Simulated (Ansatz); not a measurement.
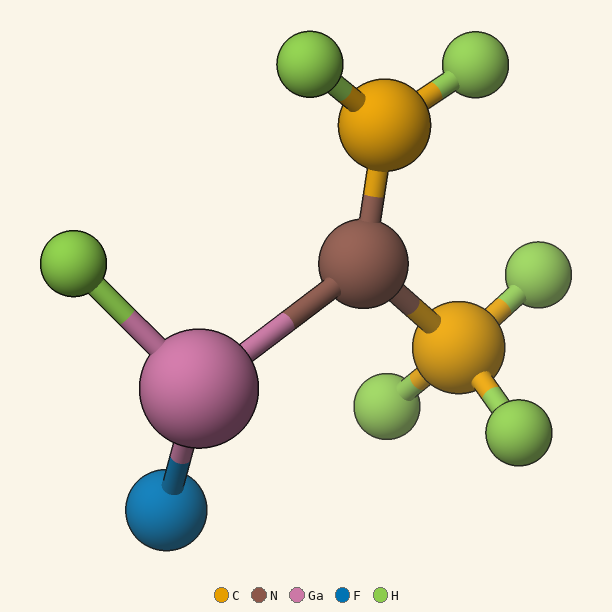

A ball-and-stick model of a molecule.

The species is neutral and a spin doublet.

Count the atoms of each element.

Answer. C₂H₆FGaN, 11 atoms: 2 carbon, 6 hydrogen, 1 fluorine, 1 gallium and 1 nitrogen.

What is its SMILES?

Answer. [CH2][N](C)[GaH][F]

Which point group does it belong to?

Answer. C1.

How many bonds of each kind are drawn?

Answer. 5 C–H, 2 C–N, 1 Ga–N, 1 F–Ga, 1 Ga–H.

More results for the same structure follow; atom numbers are the same in all pictures, views and colours differ. Computed geometry: PBE0-D4/def2-TZVP optimisation. No frequency run is at hand to confirm it as a minimum.

Geometry

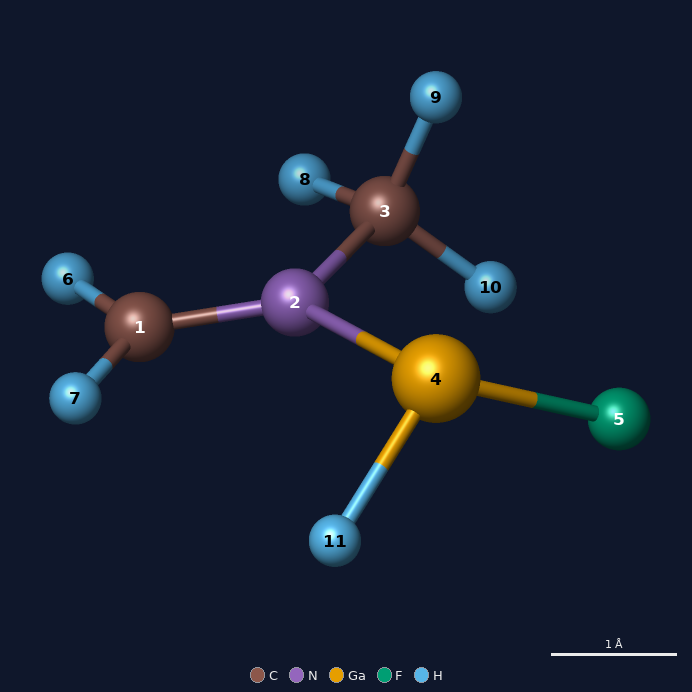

The atoms are numbered. No frequency run is at hand to confirm it as a minimum.

What are the angles N2–C1–H6, N2–C1–H7, C1–N2–C3, C1–N2–Ga4, C3–N2–Ga4, N2–C3–H8, N2–C3–H9, N2–C3–H10, N2–Ga4–F5, N2–Ga4–H11, F5–Ga4–H11?

```
     angle  degrees
  N2–C1–H6    121.9
  N2–C1–H7    119.1
  C1–N2–C3    120.6
 C1–N2–Ga4    123.3
 C3–N2–Ga4    116.1
  N2–C3–H8    111.8
  N2–C3–H9    108.9
 N2–C3–H10    108.1
 N2–Ga4–F5     92.8
N2–Ga4–H11    101.1
F5–Ga4–H11    115.2
```

Charges

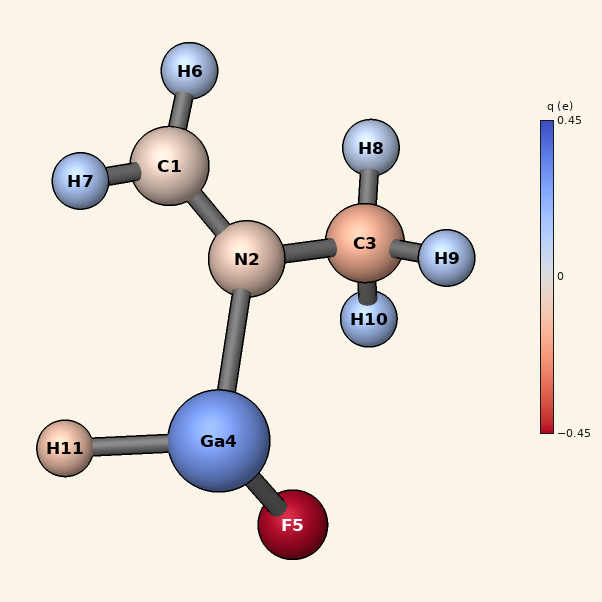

Atoms are coloured by their Mulliken charges. No frequency run is at hand to confirm it as a minimum. Level of theory: UKS B3LYP-D4/def2-TZVPP (Ansatz 0.2.0).

Which atom carries the highest charge (most positive or least negative)?

Answer. Ga4 (0.27 e).

And the lowest?

Answer. F5 (−0.44 e).

List the Mulliken charges.

```json
{"atom": "C1", "value (e)": "−0.06"}
{"atom": "N2", "value (e)": "−0.08"}
{"atom": "C3", "value (e)": "−0.16"}
{"atom": "Ga4", "value (e)": "0.27"}
{"atom": "F5", "value (e)": "−0.44"}
{"atom": "H6", "value (e)": "0.11"}
{"atom": "H7", "value (e)": "0.13"}
{"atom": "H8", "value (e)": "0.09"}
{"atom": "H9", "value (e)": "0.12"}
{"atom": "H10", "value (e)": "0.14"}
{"atom": "H11", "value (e)": "−0.11"}
```

Electronic properties

No frequency run is at hand to confirm it as a minimum. Method: UHF-CCSD(T), frozen core/def2-SVP (Ansatz 0.2.0).

Computed properties:

- ⟨S²⟩ of the determinant: 0.795
- T1 diagnostic: 0.018

Dipole moment

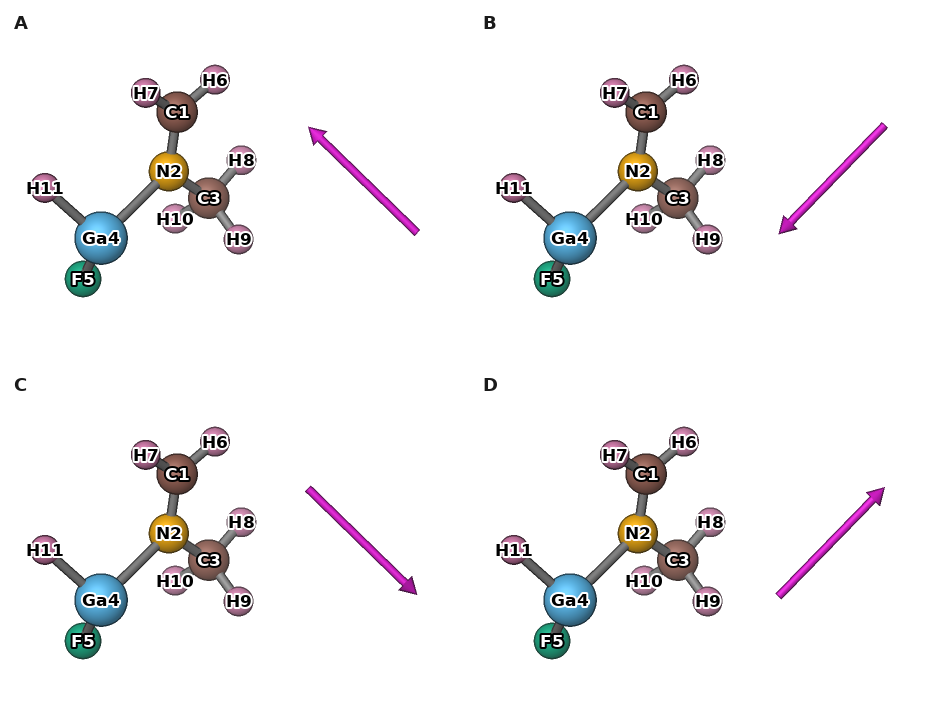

The same molecule four times, each with an arrow. No frequency run is at hand to confirm it as a minimum. Properties computed with UKS B3LYP-D4/def2-TZVPP (Ansatz 0.2.0).

Which arrow points along the dipole moment, from the negative to the positive end?

Answer. D. The dipole moment is 5.71 D; it points from the side of F5 to the side of H6 (the outermost atoms at the two ends).

Mulliken values depend strongly on the basis set and can even reverse the polarity of a bond.
